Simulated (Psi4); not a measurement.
# SnHSCl (SMILES [SH][Sn][Cl]) at wB97X-V/def2-SVP (core potential)

Aim: the energy change on altering one bond length of SnHSCl at wB97X-V/def2-SVP (core potential), from 2 runs. 

The results are computed with Psi4 1.11.

1 further run of the same task is left out (it didn't finish).

**1. The system as given**

SnHSCl has 4 atoms, charge 0, and is taken as a singlet. As SMILES, `[SH][Sn][Cl]`. The coordinates come from a PBE0-D4/def2-TZVP relaxation.

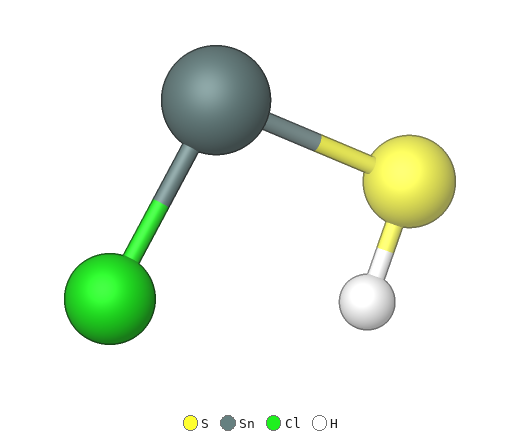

The structure, seen from a chosen angle (sulfur yellow, tin teal, chlorine green, hydrogen white).

**2. The energy at wB97X-V/def2-SVP (core potential)**

clhssn.xyz

```xyz
4
ClHSSn
S      0.185700     1.488500    -0.409700
Sn    -1.395700    -0.351700    -0.341800
Cl     0.088800    -1.950300     0.607800
H      1.176700     0.753300     0.123400
```

run.py

```python
import numpy as np
from ase.calculators.psi4 import Psi4
from ase.io import read

mol = read('clhssn.xyz')
calc = Psi4(atoms=mol, method='wb97x-v', basis='def2-SVP', memory='1600MB', num_threads=1, charge=0, multiplicity=1, label='calc', reference='rks')
calc.psi4.set_options({'puream': True, 'e_convergence': 1e-09, 'd_convergence': 1e-08, 'scf_type': 'pk', 'dft_radial_points': 99, 'dft_spherical_points': 590})
mol.calc = calc

print(f'energy: {mol.get_potential_energy():.6f} eV')
```

The run is started by

```
$ python run.py
```

calc.dat:

```text
[...]
    !!!  WARNING: ECP capability is in beta. Please check occupations closely.  !!!
[...]
  Running in c1 symmetry.
[...]
  Nuclear repulsion =  213.489034180479024
[...]
  Multiplicity = 1
[...]
  Nalpha       = 28
  Nbeta        = 28
[...]
    Number of basis functions: 67
[...]
   @RKS iter   1: -1072.87828003214895   -1.64408e+00   5.24019e-03 DIIS/ADIIS
[...]
   @RKS iter  12: -1072.95673983531947   -2.27374e-12   4.38465e-09 DIIS
[...]
    Orbital Energies [Eh]
    ---------------------
    Doubly Occupied:
       1A   -101.465657     2A    -88.838455     3A     -9.529634
       4A     -8.038095     5A     -7.288355     6A     -7.283846
       7A     -7.282771     8A     -5.998703     9A     -5.994983
      10A     -5.991812    11A     -5.243232    12A     -3.594852
      13A     -3.589660    14A     -3.585107    15A     -1.177936
      16A     -1.175111    17A     -1.172260    18A     -1.171234
      19A     -1.166959    20A     -0.914587    21A     -0.843660
      22A     -0.586085    23A     -0.505262    24A     -0.432767
      25A     -0.420170    26A     -0.406587    27A     -0.365233
      28A     -0.347530
[...]
  @RKS Final Energy: -1072.95673983531947
   => Energetics <=
    Nuclear Repulsion Energy =            213.4890341804790239
    One-Electron Energy =               -1988.3735948410330820
    Two-Electron Energy =                 755.0492584279639914
    DFT Exchange-Correlation Energy =     -53.3452676120855926
    Empirical Dispersion Energy =           0.0000000000000000
    VV10 Nonlocal Energy =                  0.2238300093562285
    Total Energy =                      -1072.9567398353194676
[...]
 Multipole Moments:
 ------------------------------------------------------------------------------------
     Multipole            Electronic (a.u.)      Nuclear  (a.u.)        Total (a.u.)
 ------------------------------------------------------------------------------------
 L = 1.  Multiply by 2.5417464519 to convert [e a0] to [Debye]
 Dipole X            :        -41.9097899           41.1784221           -0.7313678
 Dipole Y            :         -4.0138210            4.0920540            0.0782330
 Dipole Z            :        -11.8361707           11.5845444           -0.2516263
 Magnitude           :                                                    0.7773899
[...]
```

On the terminal:

```text
energy: -29196.640035 eV
```

Wall time 47 s (1 thread of AMD EPYC 7R43 (Zen 3), shared host); peak memory 0.62 GiB.

**3. The distorted shape at the same level**

job.dat

```
memory 1.6 GB

molecule geom {
  S      0.422915     1.764536    -0.419885
  Sn    -1.395700    -0.351700    -0.341800
  Cl     0.088800    -1.950300     0.607800
  H      1.413915     1.029336     0.113215
  symmetry c1
}

set basis def2-SVP
set reference rks
set puream true
set e_convergence 1e-09
set d_convergence 1e-08
set scf_type pk
set dft_radial_points 99
set dft_spherical_points 590

energy_value, wavefunction = energy("wb97x-v", return_wfn=True)
```

The run is started by

```
$ psi4 job.dat job.out -n 1
```

job.out:

```text
[...]
    !!!  WARNING: ECP capability is in beta. Please check occupations closely.  !!!
[...]
  Running in c1 symmetry.
[...]
  Nuclear repulsion =  199.821992896457544
[...]
  Multiplicity = 1
[...]
  Nalpha       = 28
  Nbeta        = 28
[...]
    Number of basis functions: 67
[...]
   @RKS iter   1: -1072.83703016495383   -1.77095e+00   5.55624e-03 DIIS/ADIIS
[...]
   @RKS iter  13: -1072.93804548252069   -1.36424e-12   3.40021e-09 DIIS
[...]
    Orbital Energies [Eh]
    ---------------------
    Doubly Occupied:
       1A   -101.477618     2A    -88.816713     3A     -9.541422
       4A     -8.012746     5A     -7.300132     6A     -7.295694
       7A     -7.294525     8A     -5.973776     9A     -5.970535
      10A     -5.965949    11A     -5.262674    12A     -3.614381
      13A     -3.608174    14A     -3.604889    15A     -1.196282
      16A     -1.193421    17A     -1.190380    18A     -1.188128
      19A     -1.185174    20A     -0.923298    21A     -0.804342
      22A     -0.587865    23A     -0.475573    24A     -0.431617
      25A     -0.427698    26A     -0.415006    27A     -0.338236
      28A     -0.331271
[...]
  @RKS Final Energy: -1072.93804548252069
   => Energetics <=
    Nuclear Repulsion Energy =            199.8219928964575445
    One-Electron Energy =               -1960.9943718532133516
    Two-Electron Energy =                 741.3122066018082705
    DFT Exchange-Correlation Energy =     -53.3028633261335258
    Empirical Dispersion Energy =           0.0000000000000000
    VV10 Nonlocal Energy =                  0.2249901985602622
    Total Energy =                      -1072.9380454825206925
[...]
 Multipole Moments:
 ------------------------------------------------------------------------------------
     Multipole            Electronic (a.u.)      Nuclear  (a.u.)        Total (a.u.)
 ------------------------------------------------------------------------------------
 L = 1.  Multiply by 2.5417464519 to convert [e a0] to [Debye]
 Dipole X            :        -45.6142598           44.3918136           -1.2224462
 Dipole Y            :         -8.3366546            7.8313274           -0.5053272
 Dipole Z            :        -11.6734347           11.4465751           -0.2268596
 Magnitude           :                                                    1.3420863
[...]
```

Run time: 45 s. Hardware: 1 thread of AMD EPYC 7R43 (Zen 3), shared host; peak memory 0.6 GiB.

**4. Results**

Level: wB97X-V/def2-SVP (core potential).

```
                                                          quantity           value
                                         first shape: total energy  -1072.95674 Eh
                                        first shape: dipole moment          1.98 D
                                          first shape: HOMO energy        -9.46 eV
                                          first shape: LUMO energy        -0.81 eV
                                        first shape: HOMO–LUMO gap         8.65 eV
                                     distorted shape: total energy  -1072.93805 Eh
                                    distorted shape: dipole moment          3.41 D
                                      distorted shape: HOMO energy        -9.01 eV
                                      distorted shape: LUMO energy        -1.29 eV
                                    distorted shape: HOMO–LUMO gap         7.73 eV
energy change with the S1–Sn2 bond stretched from 2.427 to 2.791 Å        0.509 eV
```

**Reading.** With the S1–Sn2 bond stretched from 2.427 to 2.791 Å the energy rises by 0.51 eV (11.7 kcal/mol). The first shape isn't relaxed at this level, so the change isn't measured from a minimum.
